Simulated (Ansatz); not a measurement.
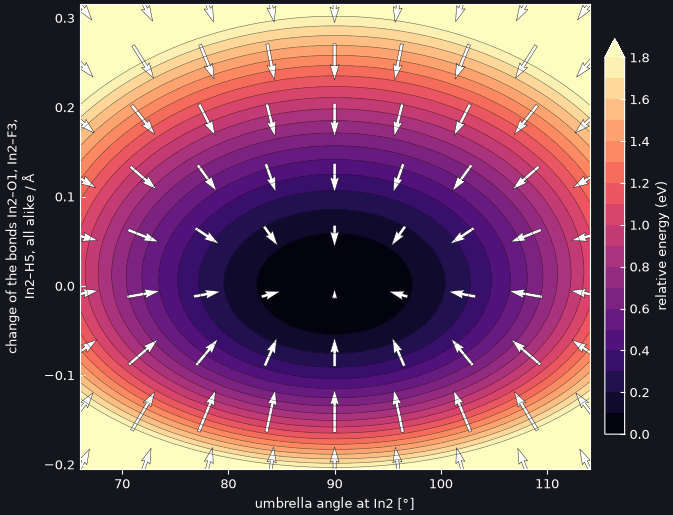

Energy landscape of FH2InO, SMILES [OH][InH][F]. First axis: umbrella angle at In2 (between each of its bonds and their common axis; 90 is planar). Second axis: change of the bonds In2–O1, In2–F3, In2–H5, all alike. Nothing is relaxed (all other coordinates rigid). The scan uses a 9 × 9 grid; 45 points were computed and 36 follow by symmetry. Points are written as (first, second). Energies are in eV, from the relaxed molecule at the same level. The restricted reference is unstable at some or all points, so the energies there are unreliable. Computed with RHF-MP2, frozen core/def2-TZVP (Ansatz 0.2.0).

In the figure: filled contours, arrows along the force (downhill), their lengths compressed, one colour for all values above the top of the scale. Between grid points the surface is interpolated. 

Question: Summarise what can be read from the map.

Answer: The lowest grid point is at (90°, −0.009 Å), 0.0026 eV from the relaxed molecule at the same level. It is the only kind of minimum in the scanned range. The highest grid point, (66°, −0.205 Å), lies 3.14 eV above the lowest. Round the minimum the two coordinates are nearly uncoupled.

The input of one point:

```yaml
crystal:
  periodic: [false, false, false]
  atoms:
    - { symbol: O, position_ang: [-1.267023, -0.348668, -0.570891] }
    - { symbol: In, position_ang: [0.480694, 0.048662, 0.209272] }
    - { symbol: F, position_ang: [1.177903, -1.641145, 0.835329] }
    - { symbol: H, position_ang: [-1.71459, 0.432477, -0.921057] }
    - { symbol: H, position_ang: [1.380825, 1.439096, 0.409099] }
basis:
  gaussian: { orbitals: def2-TZVP }
hamiltonian:
  xc: hf
output:
  forces: true
correlation:
  method: mp2
```

Each point was launched as `ansatz run input.yaml --threads 1 --pin off --max-ram 2560MiB --backend cpu --events-out ev --progress --plain --runs-dir out`. Time for the 45 points that were run: 4.7 min on 1 thread of Arm Neoverse V2 (shared host).
